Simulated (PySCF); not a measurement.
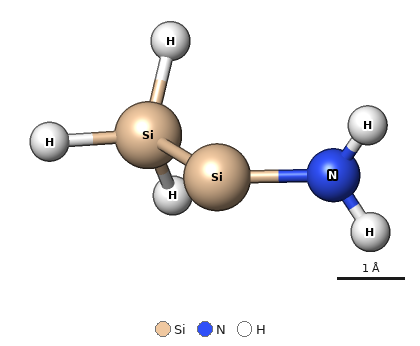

**Figure 1.** The structure as given in the input (ball-and-stick view, seen at a tilt). Bond lengths as drawn: H–N 1.02 Å, H–Si 1.50 Å, N–Si 1.74 Å and Si–Si 2.35 Å.

## EPR calculation, with input and output: Si2NH5

The run: EPR calculation of Si2NH5, multiplicity 3, SMILES N[Si][SiH3]. Method and program: UKS B3LYP, IGLO-III on N Si, pcH-1 on H, non-relativistic, mean-field spin-orbit, GIAO (PySCF 2.14.0).

What the program printed:
```
UKS, coarse grid
  cycle   1  E = -636.72121365  |g| = 3.19e-01
  cycle   2  E = -636.62513776  |g| = 5.46e-01
  cycle   3  E = -636.76022831  |g| = 6.51e-02
  cycle   4  E = -636.76255598  |g| = 8.58e-03
  cycle   5  E = -636.76262767  |g| = 4.31e-03
  cycle   6  E = -636.76264352  |g| = 1.53e-03
  cycle   7  E = -636.76264547  |g| = 4.81e-04
UKS, final grid
  cycle   1  E = -636.76265209  |g| = 6.08e-04
  cycle   2  E = -636.76265180  |g| = 1.06e-03
  cycle   3  E = -636.76265229  |g| = 8.65e-05
  cycle   4  E = -636.76265230  |g| = 3.95e-05
  cycle   5  E = -636.76265230  |g| = 1.26e-05
E = -636.76265230 Eh   <S^2> = 2.0039 (exact 2.0000)
g shifts (ppm)      1          2          3
  rmc          -140       -140       -140
  gc             36         36         14
  oz_so        -977        479        740
  total       -1081        374        613
hyperfine (MHz)  atom isotope    a_iso     a_fc   dipolar eigenvalues
    0  29Si    -338.16    -339.45    -71.88     -3.66     75.54
    1  29Si    -109.37    -109.57    -26.40     12.66     13.74
    2   14N       4.27       4.27     -4.82     -4.46      9.27
    3    1H      38.16      38.16     -2.81     -0.64      3.45
    4    1H      38.39      38.39     -2.81     -0.64      3.45
    5    1H      -5.69      -5.69     -2.50     -1.74      4.24
    6    1H      17.32      17.30     -6.27     -3.14      9.41
    7    1H      17.37      17.36     -6.26     -3.14      9.40
zero-field splitting (cm-1)  D = 2.6141  E = 0.0117  (spin-spin 0.1238, spin-orbit 2.4984)
```

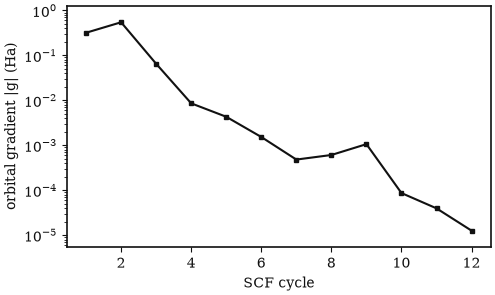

**Figure 2.** Convergence of the self-consistent field: orbital gradient |g| against the SCF cycle. All cycles printed in the log are drawn one after another.

This output came from the following input.

Input:
```
{"job": {"kind": "epr"}, "charge": 0, "multiplicity": 3}
Si    -1.004380     0.355441     0.278616
Si     1.097733     1.272351    -0.216740
N     -1.144022    -1.371376     0.161525
H      2.173485     0.769065     0.697619
H      1.529162     0.996628    -1.625602
H      0.960437     2.750149    -0.033846
H     -1.606320    -1.821940    -0.621929
H     -1.161411    -1.960423     0.988137
```

The first line tells a small driver script what to run in PySCF; the rest is the geometry in Å.

Launched with:
```bash
OMP_NUM_THREADS=1 python <driver script> task.json out
```

Results in brief:

- outcome: converged
- total energy: −636.762652 hartree
- ⟨S²⟩: 2.004
- isotropic g: 2.0023
- hardware: 1 CPU thread, shared host
- wall time: 32 s
- peak memory: 0.49 GiB
